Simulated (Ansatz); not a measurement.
## Effect of Sb interstitial (started 2.82 Å from the nearest host atom), symmetric start on InSb

The reference is a 24-atom supercell of InSb in the zinc blende structure (space group F-43m, No. 216; a = 6.519 Å) at its relaxed geometry.

Modification: a neutral Sb interstitial (started 2.82 Å from the nearest host atom), symmetric start, atoms relaxed at fixed cell.

The values are results of plane-wave PAW DFT at the PBEsol level (Ansatz, a quantum-chemistry and plane-wave program, 420 eV), spin-orbit coupling left out, not measurements. Settings: 5×3×5 k-points, 0.05 eV Fermi–Dirac smearing.

The pressure goes from zero to 1.9 GPa and the largest displacement of a host atom from its site in the perfect cell is 0.50 Å. The final site of the added atom comes out as 4 Sb at 3.01–3.05 Å and 6 In at 3.23–3.32 Å.

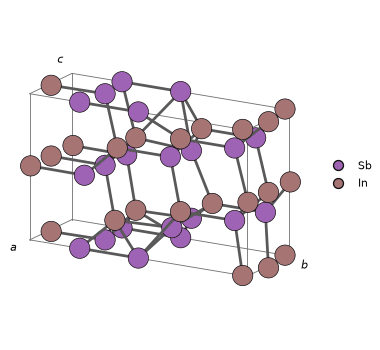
Fig. 1. The relaxed cell after the change

The cell is small, so the values are those of an ordered compound at a high defect concentration; dilute-limit values will differ. The defect started on the symmetric site and kept its symmetry, so it may sit on a saddle. All final runs are without spin polarisation. The defect cell is not spin-polarised.
